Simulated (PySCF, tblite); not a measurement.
# C₄H₅ClSi: excited states, first hyperpolarisability

What do calculations give for the excited states, first hyperpolarisability of C₄H₅ClSi (`[SiH3]C=C=C=CCl`)?

Computed with tblite 0.8.0 and PySCF 2.14.0 and routines of our own; the level stands in each step. Atoms count from 0.

## Step 1: The system as given

11 atoms, charge 0, multiplicity 1; geometry from: force field or distance geometry start.

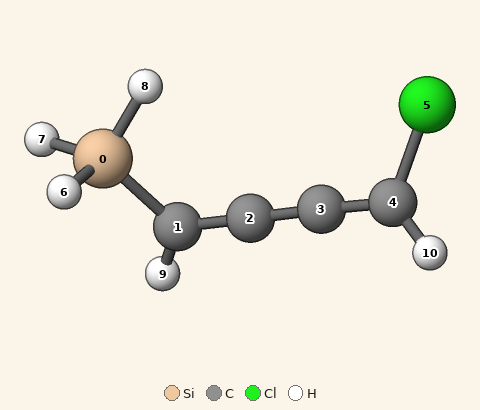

The starting geometry (silicon light orange, carbon grey, chlorine green, hydrogen white).

## Step 2: Relaxing the molecule with GFN2-xTB

Job settings and geometry (Å):

```
{"job": {"kind": "relax", "xc": "GFN2-xTB", "basis": "xTB"}, "charge": 0, "multiplicity": 1}
Si    -2.158700     0.292600     0.210900
C     -0.904000    -0.920400    -0.318200
C      0.363900    -0.564500    -0.218100
C      1.597700    -0.205400    -0.125400
C      2.849700     0.129700     0.016500
Cl     3.248100     1.800300    -0.403700
H     -2.493300     0.091400     1.609000
H     -3.393500     0.224800    -0.551200
H     -1.536000     1.624600     0.077100
H     -1.185400    -1.908400    -0.668400
H      3.616800    -0.561900     0.345600
```

The run is started by

```bash
$ OMP_NUM_THREADS=1 python excited_run.py task.json out
```

One launch serves the whole session: the jobs run in the order shown.

What it wrote:

```text
step      E/eV     max force
  0    -469.86494    2.692
  1    -469.91841    3.612
  2    -470.00691    0.955
  3    -470.04359    0.930
  4    -470.10481    1.004
  5    -470.13397    0.523
  6    -470.15514    0.417
  7    -470.17619    0.550
  8    -470.19786    0.613
  9    -470.22410    0.587
 10    -470.24931    0.583
 11    -470.27177    0.372
 12    -470.28884    0.367
 13    -470.30109    0.366
 14    -470.31218    0.272
 15    -470.32103    0.214
 16    -470.32776    0.205
 17    -470.33440    0.211
 18    -470.33939    0.205
 19    -470.34399    0.188
 20    -470.35052    0.198
 21    -470.35700    0.184
 22    -470.36108    0.141
 23    -470.36366    0.150
 24    -470.36583    0.157
 25    -470.36827    0.127
 26    -470.37050    0.120
 27    -470.37195    0.094
 28    -470.37304    0.116
 29    -470.37431    0.113
 30    -470.37549    0.078
 31    -470.37613    0.057
 32    -470.37635    0.043
 33    -470.37649    0.040
 34    -470.37670    0.037
 35    -470.37714    0.069
 36    -470.37752    0.067
 37    -470.37783    0.044
 38    -470.37808    0.044
 39    -470.37839    0.046
 40    -470.37874    0.064
 41    -470.37900    0.045
 42    -470.37910    0.019
 43    -470.37914    0.015
 44    -470.37917    0.024
 45    -470.37922    0.029
 46    -470.37928    0.023
 47    -470.37933    0.020
 48    -470.37938    0.021
 49    -470.37943    0.021
 50    -470.37950    0.027
 51    -470.37960    0.024
 52    -470.37971    0.025
 53    -470.37980    0.026
 54    -470.37987    0.027
 55    -470.37997    0.026
 56    -470.38014    0.030
 57    -470.38038    0.034
 58    -470.38059    0.032
 59    -470.38071    0.032
 60    -470.38078    0.028
 61    -470.38086    0.025
 62    -470.38094    0.023
 63    -470.38100    0.013
 64    -470.38102    0.009
```

It took 0.37 s on 1 thread of Arm Neoverse V1, shared host.

The steps of the relaxation: (not every step is listed)

```csv
step,energy from step 0 (eV),largest force (eV/Å)
0,0.0000,2.6924
1,-0.0535,3.6125
2,-0.1420,0.9552
3,-0.1787,0.9299
4,-0.2399,1.0044
5,-0.2690,0.5226
6,-0.2902,0.4167
7,-0.3113,0.5502
8,-0.3329,0.6132
13,-0.4361,0.3659
18,-0.4744,0.2053
23,-0.4987,0.1502
28,-0.5081,0.1157
33,-0.5115,0.0395
38,-0.5131,0.0441
43,-0.5142,0.0154
48,-0.5144,0.0205
53,-0.5149,0.0261
58,-0.5156,0.0323
59,-0.5158,0.0319
60,-0.5158,0.0278
61,-0.5159,0.0252
62,-0.5160,0.0229
63,-0.5161,0.0131
64,-0.5161,0.0085
```

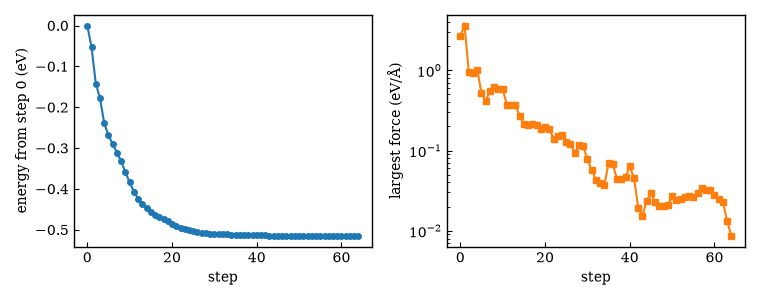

Energy and force, step by step.

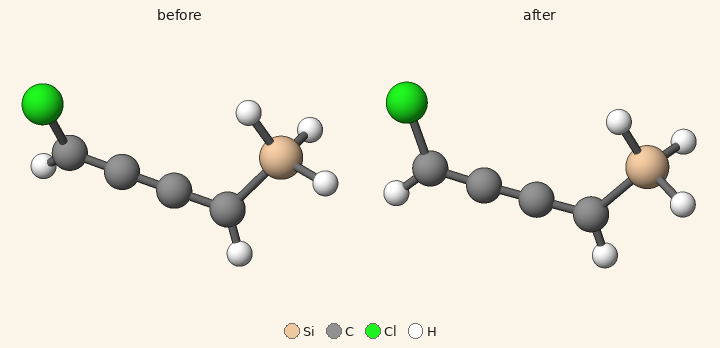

The geometry before (left) and after (right).

Close pairs (by a distance rule), those that changed most:

```csv
bond,before (Å),after (Å),change (Å)
Si0–C1,1.824,1.886,+0.063
C4–Cl5,1.768,1.736,-0.033
C2–C3,1.288,1.260,-0.029
Si0–H8,1.476,1.460,-0.016
Si0–H6,1.452,1.466,+0.015
Si0–H7,1.453,1.466,+0.013
C1–C2,1.321,1.308,-0.013
C4–H10,1.084,1.078,-0.006
```

The final coordinates are the input of the step that follows.

## Step 3: Harmonic vibrations with GFN2-xTB

Job settings and geometry (Å):

```
{"job": {"kind": "ir", "xc": "GFN2-xTB", "basis": "xTB"}, "charge": 0, "multiplicity": 1}
Si    -2.237456     0.365179     0.186149
C     -0.859956    -0.884203    -0.128996
C      0.409530    -0.569100    -0.139431
C      1.630925    -0.261729    -0.147211
C      2.885453     0.108809    -0.137796
Cl     3.367181     1.752361     0.142636
H     -2.756965     0.143258     1.539045
H     -3.296420     0.104070    -0.792768
H     -1.714005     1.720865     0.046074
H     -1.138908    -1.916733    -0.296849
H      3.716045    -0.560107    -0.296816
```

What it wrote:

```text
mode    cm-1     km/mol
  1      46.4      0.09
  2      56.8      0.04
  3     145.2      0.14
  4     163.5      0.50
  5     195.4      2.58
  6     354.9     11.16
  7     411.0      5.66
  8     462.0      0.40
  9     523.2     35.18
 10     527.5     45.56
 11     642.3     76.41
 12     708.0     33.58
 13     726.3     29.14
 14     775.6     91.58
 15     776.2    103.06
 16     784.2    330.64
 17     789.9    408.27
 18    1004.5     28.26
 19    1146.3      9.17
 20    1202.0    167.94
 21    1694.5     23.78
 22    2150.4    303.84
 23    2240.6    385.70
 24    2251.2    265.93
 25    2298.2    235.68
 26    3018.4     28.05
 27    3061.9      5.26
```

Run time: 0.32 s. Hardware: 1 thread of Arm Neoverse V1, shared host.

Which atoms move in the most intense modes:

```csv
cm⁻¹,km/mol,atoms
776,103.1,"H8 34 %, H9 19 %, H10 17 %, H6 11 %"
784,330.6,"H6 32 %, H8 24 %, H7 18 %, Si0 13 %"
790,408.3,"H6 45 %, H7 43 %"
1202,167.9,"H10 47 %, C4 17 %, C1 17 %, H9 16 %"
2150,303.8,"C2 46 %, C3 46 %"
2241,385.7,"H6 74 %, H7 22 %"
2251,265.9,"H7 75 %, H6 22 %"
2298,235.7,H8 97 %
```

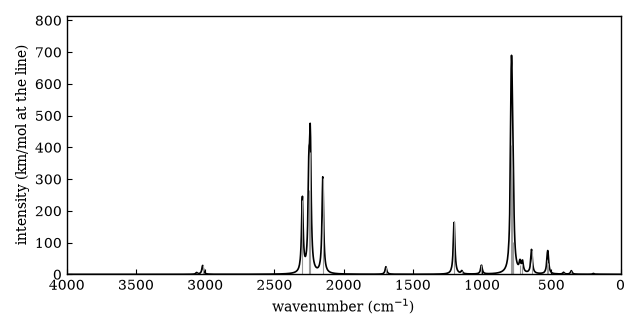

The infrared spectrum from these modes, unscaled. Lines are broadened to a width of 14 cm⁻¹ (Lorentzian).

## Step 4: Relaxing the molecule at PBE0-D3(BJ)/def2-SVP

The job, as its differences from that of step 3:

```diff
@@ -1,2 +1,2 @@
-{"job": {"kind": "ir", "xc": "GFN2-xTB", "basis": "xTB"}, "charge": 0, "multiplicity": 1}
+{"job": {"xc": "PBE0", "basis": "def2-SVP", "d3": "d3bj", "grid": 1, "kind": "geom"}, "charge": 0, "multiplicity": 1}
 Si    -2.237456     0.365179     0.186149
```

What it wrote:

```text
step   0  E = -904.21482930  max force = 0.013171
step   1  E = -904.21702138  max force = 0.003398
step   2  E = -904.21706955  max force = 0.001079
step   3  E = -904.21709012  max force = 0.000716
step   4  E = -904.21710666  max force = 0.000799
step   5  E = -904.21712946  max force = 0.000811
step   6  E = -904.21720187  max force = 0.001053
step   7  E = -904.21721776  max force = 0.000554
step   8  E = -904.21722904  max force = 0.000240
optimisation converged
```

It took 34 s on 1 thread of Arm Neoverse V1, shared host; peak memory 0.52 GiB.

Relaxation path:

```csv
step,energy from step 0 (eV),largest force component (eV/Å)
0,0.0000,0.6773
1,-0.0596,0.1747
2,-0.0610,0.0555
3,-0.0615,0.0368
4,-0.0620,0.0411
5,-0.0626,0.0417
6,-0.0646,0.0541
7,-0.0650,0.0285
8,-0.0653,0.0123
```

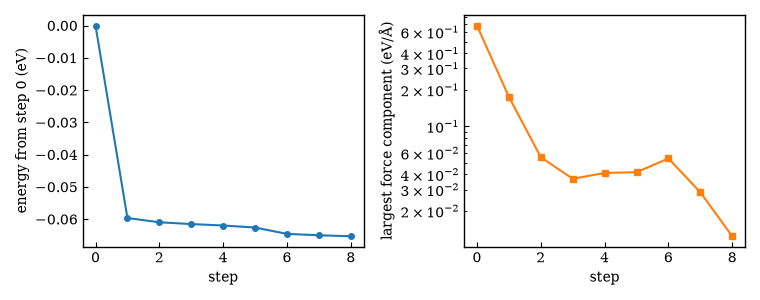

Energy and largest force along the relaxation.

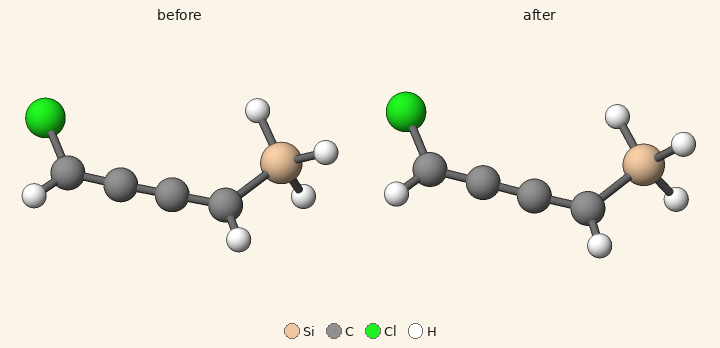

Before and after, at one scale.

Close pairs (by a distance rule), those that changed most:

```csv
bond,before (Å),after (Å),change (Å)
Si0–H8,1.460,1.490,+0.030
Si0–H7,1.466,1.495,+0.030
Si0–H6,1.466,1.495,+0.029
C1–H9,1.083,1.099,+0.016
C4–H10,1.078,1.094,+0.016
C2–C3,1.260,1.273,+0.014
C1–C2,1.308,1.320,+0.012
Si0–C1,1.886,1.874,-0.012
```

The final coordinates are the input of the step that follows.

```csv
at the end point,value
point group (found at 0.08 Å tolerance),Cs
"rotational constants (GHz, main isotopes)","6.564, 0.736, 0.667"
dipole moment (D),1.24
```

(Part 1 of 2 ends here.)
